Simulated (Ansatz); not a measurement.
**BH2SO (SMILES O[B]S): levels of theory compared**

Wanted: a comparison of 6 runs (U-wB97M-V/STO-3G, UCAM-B3LYP/STO-3G, UPBE/STO-3G, UPBE0/STO-3G, UCCSD/STO-3G, UCCSD(T)/STO-3G) of BH2SO. 

The calculation is run with Ansatz 0.2.0.

76 further runs of the same task are left out: 2 that didn't finish, 74 set aside as unsound or not needed.

## Step 1: The system as given

BH2SO: 5 atoms, total charge 0, spin state doublet. As SMILES, `O[B]S`. The S3–B2 distance was set to 2.677 Å, away from the relaxed value. At this shape a bond of the SMILES string is far longer than usual.

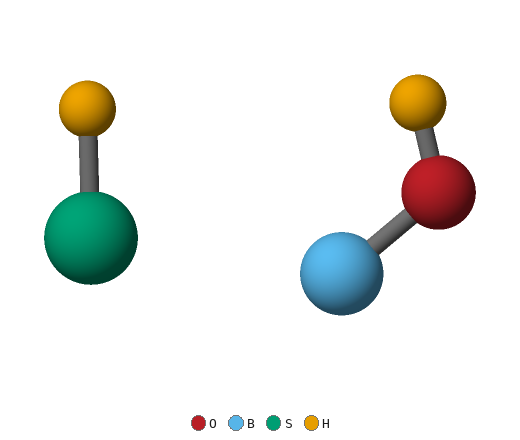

The structure, seen from a chosen angle (oxygen red, boron blue, sulfur teal, hydrogen amber).

## Step 2: The energy at U-wB97M-V/STO-3G (run 1)

The input, job.yaml:

```yaml
crystal:
  periodic: [false, false, false]
  atoms:
    - {symbol: O, position_ang: [-2.148730, 0.010998, -0.686294]}
    - {symbol: B, position_ang: [-1.308330, 0.891298, -0.140994]}
    - {symbol: S, position_ang: [1.253800, 0.694200, 0.611100]}
    - {symbol: H, position_ang: [-1.801130, -0.874302, -0.855394]}
    - {symbol: H, position_ang: [1.492100, -0.598600, 0.278200]}
basis:
  gaussian: {orbitals: STO-3G}
magnetization: {spin_polarized: true, initial_magnetization: 1}
hamiltonian: {xc: {name: wB97M-V}}
accuracy: high
```

The run is started by

```bash
$ ansatz run job.yaml --threads 1 --pin off --max-ram 2610MiB --events-out events.jsonl --progress --plain --runs-dir runs
```

Output:

```text
Warning: RAYON_NUM_THREADS=1 ignored (pool sized by the plan → 1); use --threads N
Functional definition: wB97M-V
  name "wB97M-V"
  parameter omega = 0.3/bohr
  parameter cx = 0.15
  parameter cx01 = 1.007
  parameter cx10 = 0.259
  parameter css00 = 0.443
  parameter css04 = -1.437
  parameter css10 = -4.535
  parameter css20 = -3.390
  parameter css43 = 4.278
  parameter cos00 = 1.000
  parameter cos10 = 1.358
  parameter cos20 = 2.924
  parameter cos21 = -8.812
  parameter cos60 = -1.390
  parameter cos61 = 9.142
  parameter b = 6.0
  parameter c = 0.01
  gx(w, u) = 1 - cx + cx01*u + cx10*w
  gss(w, u) = css00 + css04*u^4 + css10*w + css20*w^2 + css43*w^4*u^3
  gos(w, u) = cos00 + cos10*w + (cos20 + cos21*u)*w^2 + (cos60 + cos61*u)*w^6
  exchange = spin_sum(e_x_unif_sr(omega)*gx(b97_w, b97_u_x)) + cx*exact_x_sr(omega) + exact_x_lr(omega)
  correlation = spin_sum(e_c_pw_mod_same_spin*gss(b97_w, b97_u_same))
      + integral(e_c_pw_mod_opposite_spin*gos(b97_w_opposite, b97_u_opposite)) + vv10(b, c)
354 factors; integrals over basis functions are off by at most 3.2e-8 eV
159 factors; integrals over basis functions are off by at most 8.8e-10 eV
mean field evaluation 1: about -13428.6984 eV, gradient 1.4e1 eV
mean field evaluation 2: about -13430.1175 eV, gradient 1.1e1 eV
mean field evaluation 4: about -13430.9118 eV, gradient 9.1e-1 eV
mean field evaluation 8: about -13430.9130 eV, gradient 3.1e-2 eV
mean field evaluation 16: about -13430.9130 eV, gradient 9.5e-5 eV
mean field evaluation 32: about -13430.8200 eV, gradient 9.3e-1 eV
mean field -13430.91302564 eV, -493.5769498923 hartree, gradient 7.3e-8 eV, S^2 0.795184; 2 other end points of the search recorded, 0 dependent functions left out
reference -13430.91302803 eV, -493.5769499803 hartree; 16, 15 occupied and 5, 6 virtual orbitals, 354 factors
Total energy: -13430.91302803 eV, -493.5769499803 hartree
```

Wall time 31 s (1 thread of Arm Neoverse V1, shared host); peak memory 0.51 GiB.

## Step 3: A single-point energy at UCAM-B3LYP/STO-3G (run 2)

job.yaml, as its differences from that of step 2:

```diff
@@ -9,5 +9,9 @@
 basis:
-  gaussian: {orbitals: STO-3G}
-magnetization: {spin_polarized: true, initial_magnetization: 1}
-hamiltonian: {xc: {name: wB97M-V}}
+  gaussian:
+    orbitals: STO-3G
+magnetization:
+  spin_polarized: true
+  initial_magnetization: 1
+hamiltonian:
+  xc: {name: CAM-B3LYP}
 accuracy: high
```

The run is started by

```bash
$ ansatz run job.yaml --threads 1 --pin off --max-ram 2610MiB --events-out events.jsonl --progress --plain --runs-dir runs
```

Output:

```text
Warning: RAYON_NUM_THREADS=1 ignored (pool sized by the plan → 1); use --threads N
Functional definition: CAM-B3LYP
  name "CAM-B3LYP"
  parameter alpha = 0.19
  parameter beta = 0.46
  parameter omega = 0.33/bohr
  parameter ac = 0.81
  exchange = (1 - alpha - beta)*b88_x + beta*b88_x_sr(omega) + alpha*exact_x + beta*exact_x_lr(omega)
  correlation = (1 - ac)*vwn5_c + ac*lyp_c
354 factors; integrals over basis functions are off by at most 3.2e-8 eV
170 factors; integrals over basis functions are off by at most 1.8e-9 eV
mean field evaluation 1: about -13426.4646 eV, gradient 1.2e1 eV
mean field evaluation 2: about -13427.0376 eV, gradient 1.2e1 eV
mean field evaluation 4: about -13428.1893 eV, gradient 1.1e0 eV
mean field evaluation 8: about -13428.2047 eV, gradient 3.2e-2 eV
mean field evaluation 16: about -13428.2047 eV, gradient 3.9e-5 eV
mean field -13428.20473161 eV, -493.4774219225 hartree, gradient 8.7e-8 eV, S^2 0.834207; 2 other end points of the search recorded, 0 dependent functions left out
reference -13428.20474541 eV, -493.4774224298 hartree; 16, 15 occupied and 5, 6 virtual orbitals, 354 factors
Total energy: -13428.20474541 eV, -493.4774224298 hartree
```

Wall time 2.7 s (1 thread of Arm Neoverse V1, shared host); peak memory 0.13 GiB.

## Step 4: A single-point energy at UPBE/STO-3G (run 3)

The input, input.yaml:

```yaml
crystal:
  periodic: [false, false, false]
  atoms:
    - {symbol: O, position_ang: [-2.148730, 0.010998, -0.686294]}
    - {symbol: B, position_ang: [-1.308330, 0.891298, -0.140994]}
    - {symbol: S, position_ang: [1.253800, 0.694200, 0.611100]}
    - {symbol: H, position_ang: [-1.801130, -0.874302, -0.855394]}
    - {symbol: H, position_ang: [1.492100, -0.598600, 0.278200]}
basis:
  gaussian:
    orbitals: STO-3G
magnetization:
  spin_polarized: true
  initial_magnetization: 1
accuracy: high
hamiltonian:
  xc: {name: PBE}
```

The run is started by

```bash
$ ansatz run input.yaml --threads 1 --pin off --max-ram 2610MiB --events-out events.jsonl --progress --plain --runs-dir runs
```

Output:

```text
Warning: RAYON_NUM_THREADS=1 ignored (pool sized by the plan → 1); use --threads N
Functional definition: PBE
  name "PBE"
  parameter kappa = 0.804
  parameter beta = 0.06672455060314922
  exchange = pbe_x(kappa = kappa, mu = beta*pi^2/3)
  correlation = pbe_c(beta = beta)
354 factors; integrals over basis functions are off by at most 3.2e-8 eV
mean field evaluation 1: about -13421.3881 eV, gradient 6.2e0 eV
mean field evaluation 2: about -13407.0242 eV, gradient 3.8e1 eV
mean field evaluation 4: about -13421.9728 eV, gradient 1.0e0 eV
mean field evaluation 8: about -13421.9399 eV, gradient 1.2e-1 eV
mean field evaluation 16: about -13421.9401 eV, gradient 3.4e-5 eV
mean field -13421.94012653 eV, -493.2472019322 hartree, gradient 4.4e-8 eV, S^2 0.770889; 1 other end points of the search recorded, 0 dependent functions left out
reference -13421.94012849 eV, -493.2472020043 hartree; 16, 15 occupied and 5, 6 virtual orbitals, 354 factors
Total energy: -13421.94012849 eV, -493.2472020043 hartree
```

Wall time 2.1 s (1 thread of Arm Neoverse V1, shared host); peak memory 0.13 GiB.

Runs 4 to 5 aren't shown in full; the table further down has their settings and results.

## Step 5: A single-point energy at UCCSD(T)/STO-3G (run 6)

input.yaml, as its differences from that of step 4:

```diff
@@ -14,4 +14,7 @@
   initial_magnetization: 1
+correlation:
+  method: ccsd_t
+  frozen_orbitals: {B: 1, H: 0, O: 1, S: 5}
 accuracy: high
-hamiltonian:
-  xc: {name: PBE}
+scf:
+  omitted_lower_state_checks: [cluster_reference, increment]
```

The run is started by

```bash
$ ansatz run input.yaml --threads 1 --pin off --max-ram 2610MiB --events-out events.jsonl --progress --plain --runs-dir runs
```

Output:

```text
Warning: RAYON_NUM_THREADS=1 ignored (pool sized by the plan → 1); use --threads N
[... 13 lines left out ...]
7 core orbitals not correlated: weight in the atoms' cores, before any rotation towards them, 1.000 or more for the frozen orbitals, at most 0.000 for the correlated occupied ones
[... 39 lines left out ...]
Total energy: -13403.20087220 eV, -492.5585470376 hartree
Checks for a lower state left out: cluster_reference, increment
```

Wall time 0.5 s (1 thread of Arm Neoverse V1, shared host).

## Step 6: Overview of the runs

| run | level | frozen core orbitals | energy (Eh) | ⟨S²⟩ | wall time |
| --- | --- | --- | --- | --- | --- |
| 1 | U-wB97M-V/STO-3G | – | -493.576950 | 0.795 | 31 s |
| 2 | UCAM-B3LYP/STO-3G | – | -493.477422 | 0.834 | 2.7 s |
| 3 | UPBE/STO-3G | – | -493.247202 | 0.771 | 2.1 s |
| 4 | UPBE0/STO-3G | – | -493.313451 | 0.821 | 2.2 s |
| 5 | UCCSD/STO-3G | 7 | -492.553371 | 1.017 | 0.48 s |
| 6 | UCCSD(T)/STO-3G | 7 | -492.558547 | 1.017 | 0.5 s |

## Step 7: What came out

| quantity | value |
| --- | --- |
| run 6: total energy | -492.55855 Eh |
| run 6: correlation energy (7 core orbitals frozen) | -127.3 mEh |
| run 6: (T) correction | -5.18 mEh |
| run 6: ⟨S²⟩ of the reference determinant | 1.017 |
| run 6: T1 diagnostic | 0.035 |

What this shows: Totals of different functionals can't be ranked against each other. In runs 1, 2, 3, 4, 5, 6 the basis is minimal, so the values are rough. Spin contamination of the reference: run 5 ⟨S²⟩ = 1.02, run 6 ⟨S²⟩ = 1.02. All runs together took 39 s, the longest 31 s.
